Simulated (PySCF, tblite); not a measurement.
# C4H5F3O: dynamics, then NMR shifts on frames, part 2 of 2

tblite 0.8.0 and PySCF 2.14.0. Atoms count from 0.

## 5. NMR shieldings: 625 fs, PBE0/pcSseg-1

The job: settings as JSON, then the geometry in Å.

```
{"job": {"kind": "nmr", "xc": "PBE0", "basis": "pcSseg-1", "pop": false}, "charge": 0, "multiplicity": 1}
O      1.444300     0.338800     1.192100
C      1.252500    -0.619700     0.503200
C     -0.099500    -0.844100    -0.094700
C     -1.150900     0.227400     0.054200
C     -2.480600    -0.314200    -0.396500
F     -3.664100     0.386700     0.008000
F     -2.519200    -0.212400    -1.773400
F     -2.753000    -1.493500     0.053400
H      2.018400    -1.344400     0.152300
H     -0.509200    -1.670700     0.544000
H     -0.012900    -1.170700    -1.112500
H     -0.972800     1.079800    -0.689700
H     -1.041700     0.624200     1.029100
```

Level: GIAO PBE0/pcSseg-1 NMR shielding, non-relativistic, gas phase.

Standard output:

```text
coarse grid: 11792 points
cycle   1  E = -529.2621933722  dE =  1.266e+00  |g| = 1.144e+00  |ddm| = 3.122e+00
cycle   2  E = -528.7074418256  dE =  5.548e-01  |g| = 2.109e+00  |ddm| = 2.512e+00
cycle   3  E = -529.4893838284  dE = -7.819e-01  |g| = 2.553e-01  |ddm| = 1.990e+00
cycle   4  E = -529.5002176262  dE = -1.083e-02  |g| = 1.014e-01  |ddm| = 2.258e-01
cycle   5  E = -529.5018565942  dE = -1.639e-03  |g| = 2.227e-02  |ddm| = 7.050e-02
cycle   6  E = -529.5019435490  dE = -8.695e-05  |g| = 7.042e-03  |ddm| = 1.788e-02
cycle   7  E = -529.5019523445  dE = -8.795e-06  |g| = 1.627e-03  |ddm| = 5.481e-03
final grid: 117712 points
cycle   8  E = -529.5786431628  dE = -3.145e-05  |g| = 1.270e-02  |ddm| = 2.353e-02
cycle   9  E = -529.5785689012  dE =  7.426e-05  |g| = 2.396e-02  |ddm| = 2.471e-02
cycle  10  E = -529.5786725241  dE = -1.036e-04  |g| = 1.989e-03  |ddm| = 1.712e-02
cycle  11  E = -529.5786732797  dE = -7.555e-07  |g| = 3.960e-04  |ddm| = 1.587e-03
cycle  12  E = -529.5786732993  dE = -1.964e-08  |g| = 1.468e-04  |ddm| = 3.122e-04
cycle  13  E = -529.5786733028  dE = -3.523e-09  |g| = 3.148e-05  |ddm| = 1.056e-04
cycle  14  E = -529.5786733030  dE = -1.851e-10  |g| = 1.015e-05  |ddm| = 2.693e-05
converged SCF energy = -529.5786733030

GIAO shielding tensors (ppm)
atom      isotropic    diamagn.    paramagn.     s11        s22        s33       span
  0 O     -351.522     401.663    -753.185   -988.078   -450.923    384.435   1372.512
  1 C      -15.390     248.155    -263.545   -114.880    -28.376     97.087    211.967
  2 C      143.539     256.547    -113.008    122.291    135.736    172.590     50.299
  3 C      155.251     249.856     -94.605    141.042    145.188    179.522     38.480
  4 C       42.753     243.542    -200.789     24.388     47.856     56.017     31.629
  5 F      202.270     470.461    -268.190     69.918    164.355    372.539    302.621
  6 F      215.280     474.278    -258.998    122.923    181.882    341.034    218.111
  7 F      261.130     472.048    -210.918    185.112    278.671    319.607    134.495
  8 H       21.224      27.499      -6.275     18.001     19.898     25.774      7.773
  9 H       28.658      30.840      -2.181     24.780     29.020     32.175      7.396
 10 H       29.358      32.974      -3.615     25.424     28.754     33.897      8.473
 11 H       28.397      29.809      -1.412     24.439     27.736     33.016      8.577
 12 H       29.184      31.244      -2.059     24.355     28.503     34.694     10.339
```

Wall time 16 s (1 thread of Intel Xeon at 2.80GHz, shared host); peak memory 0.8 GiB.

In short: δ C1 202.3, C4 144.2, C2 43.4, C3 31.7, H8 10.49, H11 3.32 ppm.

## 6. NMR shieldings: 800 fs, PBE0/pcSseg-1

The job: settings as JSON, then the geometry in Å.

```
{"job": {"kind": "nmr", "xc": "PBE0", "basis": "pcSseg-1", "pop": false}, "charge": 0, "multiplicity": 1}
O      1.585700     0.033200     1.130400
C      1.152500    -0.480100     0.149000
C     -0.210300    -0.567700    -0.516700
C     -1.372400     0.213200     0.184600
C     -2.719500    -0.146200    -0.464000
F     -3.647100     0.884800    -0.462700
F     -2.620300    -0.586900    -1.743600
F     -3.444000    -1.088500     0.169000
H      1.749200    -1.040500    -0.585800
H     -0.486700    -1.566300    -0.561400
H     -0.086700    -0.229700    -1.597100
H     -1.217900     1.279600     0.279500
H     -1.423200    -0.157900     1.173300
```

With the program's defaults for keys left out, this is: GIAO PBE0/pcSseg-1 NMR shielding, non-relativistic, gas phase.

Standard output:

```text
coarse grid: 11792 points
cycle   1  E = -529.2703521716  dE =  1.183e+00  |g| = 1.128e+00  |ddm| = 3.123e+00
cycle   2  E = -528.7610979278  dE =  5.093e-01  |g| = 2.050e+00  |ddm| = 2.365e+00
cycle   3  E = -529.4879736180  dE = -7.269e-01  |g| = 2.563e-01  |ddm| = 1.845e+00
cycle   4  E = -529.4992428515  dE = -1.127e-02  |g| = 9.409e-02  |ddm| = 2.271e-01
cycle   5  E = -529.5006637617  dE = -1.421e-03  |g| = 1.951e-02  |ddm| = 6.644e-02
cycle   6  E = -529.5007377008  dE = -7.394e-05  |g| = 5.630e-03  |ddm| = 1.634e-02
cycle   7  E = -529.5007439180  dE = -6.217e-06  |g| = 1.164e-03  |ddm| = 4.522e-03
final grid: 117712 points
cycle   8  E = -529.5791871035  dE = -3.120e-05  |g| = 1.324e-02  |ddm| = 2.328e-02
cycle   9  E = -529.5791046525  dE =  8.245e-05  |g| = 2.507e-02  |ddm| = 2.638e-02
cycle  10  E = -529.5792192826  dE = -1.146e-04  |g| = 2.165e-03  |ddm| = 1.844e-02
cycle  11  E = -529.5792201929  dE = -9.103e-07  |g| = 3.702e-04  |ddm| = 1.641e-03
cycle  12  E = -529.5792202094  dE = -1.651e-08  |g| = 1.461e-04  |ddm| = 2.839e-04
cycle  13  E = -529.5792202129  dE = -3.477e-09  |g| = 2.894e-05  |ddm| = 1.026e-04
cycle  14  E = -529.5792202130  dE = -1.628e-10  |g| = 9.589e-06  |ddm| = 2.558e-05
converged SCF energy = -529.5792202130

GIAO shielding tensors (ppm)
atom      isotropic    diamagn.    paramagn.     s11        s22        s33       span
  0 O     -314.697     400.583    -715.279   -917.330   -420.936    394.175   1311.505
  1 C      -12.531     245.209    -257.740   -103.382    -36.576    102.367    205.749
  2 C      139.023     256.795    -117.773    102.065    129.593    185.410     83.345
  3 C      156.841     248.938     -92.097    139.523    146.001    185.000     45.477
  4 C       44.143     238.723    -194.579     37.458     41.601     53.371     15.913
  5 F      213.598     469.552    -255.954    113.730    179.221    347.842    234.112
  6 F      241.633     474.267    -232.634    146.625    244.791    333.483    186.859
  7 F      229.297     469.773    -240.476    151.231    203.035    333.624    182.394
  8 H       21.482      28.043      -6.561     16.735     18.786     28.926     12.191
  9 H       29.946      33.896      -3.950     27.051     28.941     33.846      6.796
 10 H       27.607      30.986      -3.379     24.562     26.347     31.914      7.352
 11 H       29.241      30.079      -0.838     24.781     28.823     34.120      9.339
 12 H       29.998      31.235      -1.237     25.850     30.144     33.999      8.149
```

It took 16 s on 1 thread of Intel Xeon at 2.80GHz, shared host; peak memory 0.8 GiB.

In short: δ C1 199.5, C4 142.8, C2 47.9, C3 30.1, H8 10.23, H10 4.11 ppm.

## 7. Nuclear shieldings: 1000 fs, PBE0/pcSseg-1

The job: settings as JSON, then the geometry in Å.

```
{"job": {"kind": "nmr", "xc": "PBE0", "basis": "pcSseg-1", "pop": false}, "charge": 0, "multiplicity": 1}
O      1.552800     0.277400     0.796400
C      1.036000    -0.652800     0.278900
C     -0.409600    -1.083100     0.321200
C     -1.425100     0.015100     0.112600
C     -2.905800    -0.480900    -0.248400
F     -3.825500     0.476400     0.006000
F     -2.907300    -0.584200    -1.590600
F     -3.371400    -1.674600     0.191100
H      1.687500    -1.590100     0.040600
H     -0.536900    -1.615000     1.284400
H     -0.533200    -1.883500    -0.469000
H     -1.284400     0.791500    -0.676700
H     -1.575800     0.511500     1.056400
```

Method: GIAO PBE0/pcSseg-1 NMR shielding, non-relativistic, gas phase.

Standard output:

```text
coarse grid: 11792 points
cycle   1  E = -529.2683112888  dE =  1.167e+00  |g| = 1.130e+00  |ddm| = 3.101e+00
cycle   2  E = -528.7461815498  dE =  5.221e-01  |g| = 2.057e+00  |ddm| = 2.307e+00
cycle   3  E = -529.4867361243  dE = -7.406e-01  |g| = 2.637e-01  |ddm| = 1.813e+00
cycle   4  E = -529.4986478151  dE = -1.191e-02  |g| = 9.368e-02  |ddm| = 2.192e-01
cycle   5  E = -529.5000819900  dE = -1.434e-03  |g| = 1.506e-02  |ddm| = 5.859e-02
cycle   6  E = -529.5001225313  dE = -4.054e-05  |g| = 5.931e-03  |ddm| = 1.410e-02
cycle   7  E = -529.5001298392  dE = -7.308e-06  |g| = 1.094e-03  |ddm| = 4.927e-03
final grid: 117712 points
cycle   8  E = -529.5763766472  dE = -2.193e-05  |g| = 1.291e-02  |ddm| = 2.242e-02
cycle   9  E = -529.5762959648  dE =  8.068e-05  |g| = 2.464e-02  |ddm| = 2.492e-02
cycle  10  E = -529.5764077628  dE = -1.118e-04  |g| = 2.053e-03  |ddm| = 1.717e-02
cycle  11  E = -529.5764086048  dE = -8.420e-07  |g| = 3.126e-04  |ddm| = 1.480e-03
cycle  12  E = -529.5764086165  dE = -1.174e-08  |g| = 1.222e-04  |ddm| = 2.396e-04
cycle  13  E = -529.5764086186  dE = -2.114e-09  |g| = 2.707e-05  |ddm| = 8.451e-05
cycle  14  E = -529.5764086188  dE = -1.446e-10  |g| = 8.228e-06  |ddm| = 2.329e-05
converged SCF energy = -529.5764086188

GIAO shielding tensors (ppm)
atom      isotropic    diamagn.    paramagn.     s11        s22        s33       span
  0 O     -374.681     401.787    -776.468  -1023.043   -464.802    363.801   1386.845
  1 C      -14.547     244.308    -258.855   -106.207    -27.235     89.802    196.009
  2 C      143.402     254.445    -111.043    119.720    132.907    177.580     57.859
  3 C      147.003     244.914     -97.912    127.135    134.984    178.889     51.754
  4 C       45.867     246.989    -201.122     37.558     47.206     52.837     15.280
  5 F      237.668     469.634    -231.966    155.185    222.343    335.476    180.291
  6 F      233.953     473.773    -239.819    136.905    228.760    336.196    199.291
  7 F      257.465     471.135    -213.670    168.161    255.630    348.603    180.442
  8 H       20.951      26.398      -5.448     17.756     19.165     25.930      8.174
  9 H       28.713      29.947      -1.234     26.434     27.041     32.664      6.229
 10 H       27.686      30.810      -3.124     24.096     26.425     32.537      8.441
 11 H       28.496      29.529      -1.033     24.607     28.793     32.089      7.482
 12 H       29.314      30.280      -0.966     24.808     29.908     33.226      8.418
```

It took 16 s on 1 thread of Intel Xeon at 2.80GHz, shared host; peak memory 0.8 GiB.

Key values: δ C1 201.5, C4 141.1, C2 43.5, C3 39.9, H8 10.77, H10 4.03 ppm.

## 8. Side by side: NMR shifts

Shifts (ppm) of some atoms, chosen among heavy atoms and hydrogens apart, with basis size and wall time:

```
  frame     C1   H10    H9     O0     F7     F6     F5  functions  time
 250 fs  184.8  3.48  3.03  598.0  -71.7  -74.7  -76.0        161  23 s
 425 fs  188.8  1.71  2.51  676.5  -85.3  -87.3  -70.9        161  16 s
 625 fs  202.3  2.36  3.06  687.6  -90.2  -44.3  -31.3        161  16 s
 800 fs  199.5  4.11  1.77  650.8  -58.4  -70.7  -42.7        161  16 s
1000 fs  201.5  4.03  3.00  710.8  -86.5  -63.0  -66.7        161  16 s
```

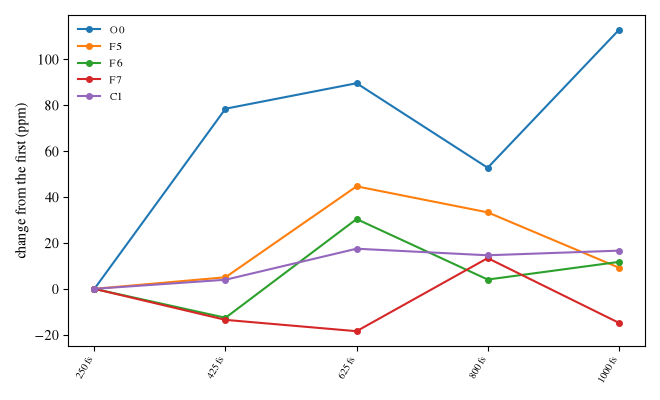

How five of the tabulated atoms move from run to run.

## 9. Summary of results

The summary covers parts 1 to 2.

| quantity | value |
| --- | --- |
| thermostat | 400 K |
| mean temperature, second half | 438 K |
| mean potential energy above the minimum | 0.61 eV |
| ¹³C shifts against TMS (PBE0/pcSseg-1, 250 fs) | 184.8, 136.1, 40.8, 29.9 ppm |
| ¹H shifts against TMS (PBE0/pcSseg-1, 250 fs) | 9.75, 3.55, 3.48, 3.03, 2.27 ppm |
| ¹⁷O shifts against H2O (PBE0/pcSseg-1, 250 fs) | 598.0 ppm |
| ¹⁹F shifts against CFCl3 (PBE0/pcSseg-1, 250 fs) | -71.7, -74.7, -76.0 ppm |
| surface potential, 1st and 99th percentile | -1.35 V and 1.48 V |
| range of the shift of O0 | 598.0 to 710.8 ppm |

In words: In the second half the potential energy averages 0.61 eV above the minimum; equipartition over 33 harmonic modes at 400 K would give 0.57 eV. With 13 atoms the temperature swings widely (219 to 573 K). Shifts at one fixed geometry are not the observed spectrum, which averages over the motion. In the first frame run (250 fs): Shielding is most anisotropic at O0 (span 1196 ppm, paramagnetic term -663 ppm). At PBE0/pcSseg-1, counted by nearest atom on the grid, the HOMO lies on O0 57 %; H8 20 %, the LUMO on C1 41 %; O0 29 %. Across the 5 runs the shift of O0 moves most, between 598.0 (250 fs) and 710.8 ppm (1000 fs).
